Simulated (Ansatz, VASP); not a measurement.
# Ta16H (Ta(100)): VASP beside Ansatz

Aim: how closely do two programs agree when they are given the same cell, functional and k mesh? The structure shown is the end of the VASP relaxation below.

Method: plane waves, with VASP 6.6.1 beside it; single point at PBE, in Ansatz 0.2.0.

## (1) Set-up

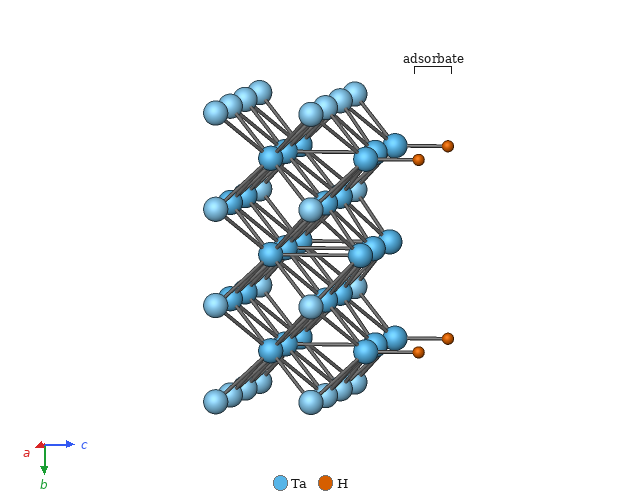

Start, viewed from the side, with the c axis across the page; tantalum blue, hydrogen orange. Some periodic images of atoms are drawn too.

The cell holds 17 atoms: 16 Ta and 1 H. Cell: a = 6.620 Å, b = 6.620 Å, c = 19.965 Å, α = 90.0°, β = 90.0°, γ = 90.0°. It derives from Ta. As first built, before any earlier steps moved the atoms: H over the ontop site of Ta(100). Vacuum lies along c.

## (2) VASP: relaxation, PBE

This run makes the geometry at which the two programs are then compared.

Lines of VASP's logs that name or quote its potential files are left out, and so is its time.

The input, INCAR:

```
SYSTEM = Ta16H
PREC = Normal
ENCUT = 320
EDIFF = 1E-05
NELM = 120
ISMEAR = 1
SIGMA = 0.15
LREAL = Auto
ALGO = Fast
GGA = PE
NBANDS = 57
LASPH = .TRUE.
LORBIT = 11
LWAVE = .FALSE.
LCHARG = .FALSE.
KPAR = 2
NCORE = 2
IBRION = 2
NSW = 50
ISIF = 2
EDIFFG = -0.03
POTIM = 0.4
MAXMIX = 40
IDIPOL = 3
LDIPOL = .TRUE.
DIPOL = 0.5 0.5 0.509
```

The input, POSCAR:

```
Ta16H
1.0
    6.6200000000      0.0000000000      0.0000000000
    0.0000000000      6.6200000000      0.0000000000
    0.0000000000      0.0000000000     19.9650000000
Ta H
16 1
Selective dynamics
Direct
    0.2500000000      0.2500000000      0.3756574000  F F F
    0.7500000000      0.2500000000      0.3756574000  F F F
    0.2500000000      0.7500000000      0.3756574000  F F F
    0.7500000000      0.7500000000      0.3756574000  F F F
    0.0000000000      0.0000000000      0.4585524700  F F F
    0.5000000000      0.0000000000      0.4585524700  F F F
    0.0000000000      0.5000000000      0.4585524700  F F F
    0.5000000000      0.5000000000      0.4585524700  F F F
    0.2500000000      0.2500000000      0.5409614200  T T T
    0.7500000000      0.2500000000      0.5409614200  T T T
    0.2500000000      0.7500000000      0.5409614200  T T T
    0.7500000000      0.7500000000      0.5409614200  T T T
    0.0000000000      0.0000000000      0.6148567300  T T T
    0.5000000000      0.0000000000      0.6148567300  T T T
    0.0000000000      0.5000000000      0.6148567300  T T T
    0.5000000000      0.5000000000      0.6148567300  T T T
    0.0000000000      0.0000000000      0.6924926000  T T T
```

The input, KPOINTS:

```
Automatic mesh
0
Gamma
4 4 1
0 0 0
```

Potentials, in the order of the species: Ta and H (PBE family, release 64).

On the command line:

```
$ mpirun -np 4 vasp_std
```

Numbers of over 12 decimals in the logs are rounded to 6 here.

The log of the run:

```text
[banner, memory and clock lines left out]
running    4 mpi-ranks, on    1 nodes
 distrk:  each k-point on    2 cores,    2 groups
 distr:  one band on    2 cores,    1 groups

 POSCAR found type information on POSCAR TaH
 POSCAR found :  2 types and      17 ions
 LDA part: xc-table for (Slater+PW92), standard interpolation
 POSCAR, INCAR and KPOINTS ok, starting setup
 FFT: planning ... GRIDC
 FFT: planning ... GRID_SOFT
 FFT: planning ... GRID
 WAVECAR not read
 entering main loop
       N       E                     dE             d eps       ncg     rms          rms(c)
DAV:   1     0.255206105784E+03    0.25521E+03   -0.20311E+04   684   0.718E+02
DAV:   2    -0.139394576115E+03   -0.39460E+03   -0.36544E+03  1000   0.156E+02
DAV:   3    -0.194719338509E+03   -0.55325E+02   -0.53153E+02   838   0.620E+01
DAV:   4    -0.199320094382E+03   -0.46008E+01   -0.44329E+01  1160   0.154E+01
DAV:   5    -0.199448404685E+03   -0.12831E+00   -0.12656E+00  1080   0.273E+00    0.526E+01
RMM:   6    -0.203711752955E+03   -0.42633E+01   -0.24313E+02   874   0.253E+01    0.275E+01
RMM:   7    -0.265771092711E+03   -0.62059E+02   -0.24051E+02   943   0.247E+01    0.297E+01
RMM:   8    -0.184626393684E+03    0.81145E+02   -0.10627E+02   779   0.197E+01    0.149E+01
RMM:   9    -0.177120226107E+03    0.75062E+01   -0.15375E+01   720   0.106E+01    0.563E+00
RMM:  10    -0.177094633668E+03    0.25592E-01   -0.12156E+01   930   0.635E+00    0.238E+00
RMM:  11    -0.177279366595E+03   -0.18473E+00   -0.24884E+00   980   0.294E+00    0.167E+00
RMM:  12    -0.177336770079E+03   -0.57403E-01   -0.26673E-01   886   0.111E+00    0.134E+00
RMM:  13    -0.177328505031E+03    0.82650E-02   -0.14624E-01   893   0.745E-01    0.796E-01
RMM:  14    -0.177318254215E+03    0.10251E-01   -0.97376E-02   982   0.548E-01    0.376E-01
[...]
RMM:  20    -0.177320045260E+03   -0.20903E-03   -0.33381E-04   909   0.366E-02    0.365E-02
RMM:  21    -0.177320020107E+03    0.25153E-04   -0.10699E-04   755   0.221E-02    0.140E-02
RMM:  22    -0.177320062586E+03   -0.42479E-04   -0.88016E-05   720   0.177E-02    0.866E-03
RMM:  23    -0.177320108229E+03   -0.45643E-04   -0.16452E-05   467   0.994E-03    0.577E-03
RMM:  24    -0.177320179636E+03   -0.71407E-04   -0.19129E-05   453   0.884E-03    0.578E-03
RMM:  25    -0.177320212286E+03   -0.32650E-04   -0.63101E-06   409   0.615E-03    0.335E-03
RMM:  26    -0.177320238790E+03   -0.26504E-04   -0.71755E-06   418   0.625E-03    0.100E-03
RMM:  27    -0.177320248753E+03   -0.99633E-05   -0.44472E-06   395   0.513E-03
   1 F= -.17732025E+03 E0= -.17732368E+03  d E =-.177320E+03
[... from here on, the cycles between the ionic steps are left out ...]
   2 F= -.17773755E+03 E0= -.17773976E+03  d E =-.417304E+00
   5 F= -.17791763E+03 E0= -.17792108E+03  d E =-.120244E+00
   6 F= -.17797343E+03 E0= -.17797686E+03  d E =-.557995E-01
   7 F= -.17803812E+03 E0= -.17804234E+03  d E =-.120495E+00
   8 F= -.17803919E+03 E0= -.17804363E+03  d E =-.121557E+00
   9 F= -.17805491E+03 E0= -.17805913E+03  d E =-.157212E-01
  10 F= -.17805673E+03 E0= -.17806092E+03  d E =-.175476E-01
  11 F= -.17805995E+03 E0= -.17806438E+03  d E =-.321120E-02
  12 F= -.17806091E+03 E0= -.17806556E+03  d E =-.417233E-02
 curvature:  -1.85 expect dE=-0.160E-02 dE for cont linesearch -0.224E-09
 trial: gam= 0.36172 g(F)=  0.865E-03 g(S)=  0.000E+00 ort = 0.608E-06 (trialstep = 0.197E+01)
 search vector abs. value=  0.127E-02
 bond charge predicted
       N       E                     dE             d eps       ncg     rms          rms(c)
DAV:   1    -0.178061596878E+03   -0.69844E-03   -0.34630E-01   686   0.181E+00    0.163E-01
RMM:   2    -0.178060030170E+03    0.15667E-02   -0.31000E-03   718   0.168E-01    0.650E-02
RMM:   3    -0.178060863285E+03   -0.83311E-03   -0.15278E-03   884   0.877E-02    0.504E-02
RMM:   4    -0.178061169115E+03   -0.30583E-03   -0.40120E-04   835   0.451E-02    0.263E-02
RMM:   5    -0.178061420262E+03   -0.25115E-03   -0.26882E-04   841   0.327E-02    0.120E-02
RMM:   6    -0.178061488384E+03   -0.68122E-04   -0.65863E-05   570   0.169E-02    0.879E-03
RMM:   7    -0.178061525530E+03   -0.37147E-04   -0.19951E-05   434   0.106E-02    0.739E-03
RMM:   8    -0.178061542215E+03   -0.16685E-04   -0.85788E-06   408   0.715E-03    0.635E-03
RMM:   9    -0.178061550306E+03   -0.80917E-05   -0.51662E-06   374   0.557E-03
  13 F= -.17806155E+03 E0= -.17806643E+03  d E =-.643823E-03
 trial-energy change:   -0.000644  1 .order   -0.000669   -0.001700    0.000362
 step:   1.6199(harm=  1.6199)  dis= 0.00663  next Energy=  -178.061607 (dE=-0.700E-03)
 reached required accuracy - stopping structural energy minimisation
```

Parts of OUTCAR (step 2):

```text
ion  position               nearest neighbor table
   1  0.250  0.250  0.376-   5 2.87   6 2.87   7 2.87   8 2.87   9 3.30   3 3.31   2 3.31   3 3.31
                             2 3.31
   2  0.750  0.250  0.376-   5 2.87   6 2.87   7 2.87   8 2.87  10 3.30   4 3.31   1 3.31   4 3.31
                             1 3.31
   3  0.250  0.750  0.376-   5 2.87   6 2.87   7 2.87   8 2.87  11 3.30   4 3.31   1 3.31   1 3.31
                             4 3.31
   4  0.750  0.750  0.376-   5 2.87   6 2.87   7 2.87   8 2.87  12 3.30   3 3.31   2 3.31   2 3.31
                             3 3.31
   5  0.000  0.000  0.459-   9 2.86  10 2.86  11 2.86  12 2.86   1 2.87   2 2.87   3 2.87   4 2.87
                            13 3.12   7 3.31   6 3.31   7 3.31   6 3.31
   6  0.500  0.000  0.459-   9 2.86  10 2.86  11 2.86  12 2.86   1 2.87   2 2.87   3 2.87   4 2.87
                            14 3.12   8 3.31   5 3.31   8 3.31   5 3.31
   7  0.000  0.500  0.459-   9 2.86  10 2.86  11 2.86  12 2.86   1 2.87   2 2.87   3 2.87   4 2.87
                            15 3.12   8 3.31   5 3.31   5 3.31   8 3.31
   8  0.500  0.500  0.459-   9 2.86  10 2.86  11 2.86  12 2.86   1 2.87   2 2.87   3 2.87   4 2.87
                            16 3.12   7 3.31   6 3.31   6 3.31   7 3.31
   9  0.250  0.250  0.541-  13 2.77  14 2.77  15 2.77  16 2.77   5 2.86   6 2.86   7 2.86   8 2.86
                             1 3.30  10 3.31  11 3.31  11 3.31  10 3.31
  10  0.750  0.250  0.541-  13 2.77  14 2.77  15 2.77  16 2.77   5 2.86   6 2.86   7 2.86   8 2.86
                             2 3.30   9 3.31  12 3.31  12 3.31   9 3.31
  11  0.250  0.750  0.541-  13 2.77  14 2.77  15 2.77  16 2.77   5 2.86   6 2.86   7 2.86   8 2.86
                             3 3.30   9 3.31  12 3.31   9 3.31  12 3.31
  12  0.750  0.750  0.541-  13 2.77  14 2.77  15 2.77  16 2.77   5 2.86   6 2.86   7 2.86   8 2.86
                             4 3.30  10 3.31  11 3.31  10 3.31  11 3.31
  13  0.000  0.000  0.615-  17 1.55  10 2.77  11 2.77  12 2.77   9 2.77   5 3.12  15 3.31  14 3.31
                            15 3.31  14 3.31
  14  0.500  0.000  0.615-   9 2.77  10 2.77  11 2.77  12 2.77   6 3.12  13 3.31  16 3.31  16 3.31
                            13 3.31
  15  0.000  0.500  0.615-   9 2.77  10 2.77  11 2.77  12 2.77   7 3.12  13 3.31  16 3.31  13 3.31
                            16 3.31
  16  0.500  0.500  0.615-   9 2.77  10 2.77  11 2.77  12 2.77   8 3.12  14 3.31  15 3.31  14 3.31
                            15 3.31
  17  0.000  0.000  0.692-  13 1.55

  LATTYP: Found a simple tetragonal cell.
 ALAT       =     6.6200000000
 C/A-ratio  =     3.0158610272

 Subroutine GETGRP returns: Found  8 space group operations
 (whereof  8 operations were pure point group operations)

The static configuration has the point symmetry C_4v.

 Found      6 irreducible k-points:

   k-points           NKPTS =      6   k-points in BZ     NKDIM =      6   number of bands    NBANDS=     57

   dimension x,y,z NGX =    30 NGY =   30 NGZ =   90
   dimension x,y,z NGXF=    60 NGYF=   60 NGZF=  180

   ENCUT  =  320.0 eV  23.52 Ry    4.85 a.u.   9.66  9.66 29.12*2*pi/ulx,y,z

   NELECT =      81.0000    total number of electrons

 k-points in reciprocal lattice and weights: Automatic mesh
   0.00000000  0.00000000  0.00000000       0.062
   0.25000000  0.00000000  0.00000000       0.250
   0.50000000  0.00000000  0.00000000       0.125
   0.25000000  0.25000000  0.00000000       0.250
   0.50000000  0.25000000  0.00000000       0.250
   0.50000000  0.50000000  0.00000000       0.062

 dipolmoment           0.000000      0.000000      0.100792 electrons x Angstroem

 average (electrostatic) potential at core
       1 -42.7808       2 -42.7808       3 -42.7808       4 -42.7808       5 -41.7439
       6 -41.8149       7 -41.8149       8 -41.8056       9 -41.4748      10 -41.4748
      11 -41.4748      12 -41.4748      13 -42.5407      14 -42.4940      15 -42.4940
      16 -42.3635      17 -35.5068

 E-fermi :  -0.6136

 k-point     1 :       0.0000    0.0000    0.0000
  band No.  band energies     occupation
    ...
     35      -0.7137      1.89621
     36      -0.6745      1.62817
     37      -0.6745      1.62817
     38      -0.6692      1.58235
     39      -0.6282      1.16414
     40      -0.5230      0.15645
     41      -0.5021      0.05172
     42      -0.4419     -0.06869
     43      -0.4419     -0.06869
     44      -0.2543     -0.00365
    ...

 k-point     2 :       0.2500    0.0000    0.0000
  band No.  band energies     occupation
    ...
     36      -0.8869      2.02718
     37      -0.8469      2.05027
     38      -0.7705      2.05854
     39      -0.6814      1.68522
     40      -0.5847      0.68043
     41      -0.5217      0.14876
     42      -0.4301     -0.07092
     43      -0.2415     -0.00253
     44      -0.1637     -0.00019
     45      -0.1311     -0.00005
    ...

 k-point     3 :       0.5000    0.0000    0.0000
  band No.  band energies     occupation
    ...
     37      -1.2084      2.00000
     38      -1.0141      2.00105
     39      -0.9612      2.00503
     40      -0.9606      2.00512
     41      -0.7213      1.93214
     42      -0.4690     -0.04185
     43      -0.3437     -0.02895
     44      -0.3153     -0.01658
     45      -0.3150     -0.01649
     46      -0.1337     -0.00006
    ...

  Total      -20.5426964    -20.5426964     -6.1652519      0.0000000      0.0000000      0.0000000
  in kB      -37.6168770    -37.6168770    -11.2895366      0.0000000      0.0000000      0.0000000
  external PRESSURE =     -28.8410969 kB  Pullay stress =       0.0000000 kB

  energy-cutoff  :      320.00
  volume of cell :      874.95
      direct lattice vectors                 reciprocal lattice vectors
     6.620000000  0.000000000  0.000000000     0.151057402  0.000000000  0.000000000
     0.000000000  6.620000000  0.000000000     0.000000000  0.151057402  0.000000000
     0.000000000  0.000000000 19.965000000     0.000000000  0.000000000  0.050087653

 POSITION                                       TOTAL-FORCE (eV/Angst)
 -----------------------------------------------------------------------------------
      1.65500      1.65500      7.50000        -0.053212     -0.053212      0.829923
      4.96500      1.65500      7.50000         0.053212     -0.053212      0.829923
      1.65500      4.96500      7.50000        -0.053212      0.053212      0.829923
      4.96500      4.96500      7.50000         0.053212      0.053212      0.829923
      0.00000      0.00000      9.15500        -0.000000      0.000000     -1.117451
      3.31000      0.00000      9.15500        -0.000000      0.000000     -0.699531
      0.00000      3.31000      9.15500        -0.000000      0.000000     -0.699531
      3.31000      3.31000      9.15500        -0.000000      0.000000     -0.846317
      1.64198      1.64198     10.80300         0.000303      0.000303      0.013005
      4.97802      1.64198     10.80300        -0.000303      0.000303      0.013005
      1.64198      4.97802     10.80300         0.000303     -0.000303      0.013005
      4.97802      4.97802     10.80300        -0.000303     -0.000303      0.013005
      0.00000      0.00000     12.45277         0.000000      0.000000     -0.026669
      3.31000      0.00000     12.27010        -0.000000      0.000000     -0.017082
      0.00000      3.31000     12.27010        -0.000000      0.000000     -0.017082
      3.31000      3.31000     12.20403        -0.000000      0.000000      0.023871
      0.00000      0.00000     14.28813         0.000000      0.000000      0.028081
 -----------------------------------------------------------------------------------
    total drift:                                0.000000      0.000000     -0.011481

  FREE ENERGIE OF THE ION-ELECTRON SYSTEM (eV)
  ---------------------------------------------------
  free  energy   TOTEN  =      -178.0615503065 eV

  energy  without entropy=     -178.0761793745  energy(sigma->0) =     -178.06642666

 reached required accuracy - stopping structural energy minimisation

 vacuum level on the upper side and lower side of the slab         3.707         3.256

 total charge
# of ion       s       p       d       tot
------------------------------------------
    1        0.692   0.459   2.999   4.150
    2        0.692   0.459   2.999   4.150
    3        0.692   0.459   2.999   4.150
    4        0.692   0.459   2.999   4.150
    5        0.711   0.731   3.329   4.772
    6        0.711   0.750   3.304   4.764
    7        0.711   0.750   3.304   4.764
    8        0.709   0.750   3.304   4.763
    9        0.727   0.738   3.464   4.929
   10        0.727   0.738   3.464   4.929
   11        0.727   0.738   3.464   4.929
   12        0.727   0.738   3.464   4.929
   13        0.715   0.625   3.007   4.347
   14        0.732   0.486   3.145   4.363
   15        0.732   0.486   3.145   4.363
   16        0.739   0.502   3.188   4.430
   17        0.538   0.006   0.000   0.544
--------------------------------------------------
tot         11.975   9.872  51.580  73.427

[... 3 further parts left out ...]
```

(Part 1 of 2 ends here.)

[Lines on the potential files, build, host, timing and source positions are cut from VASP's logs without a mark.]

[Logs are printed without paths, hosts, clocks, repeated set-up lines and the standing remarks that a program may print on its own settings, such as how far it seeks lower states.]

[Hosts, paths, dates, database ids (printed as entryN), source tags and the programs' standing remarks are cut or masked in the printed files.]
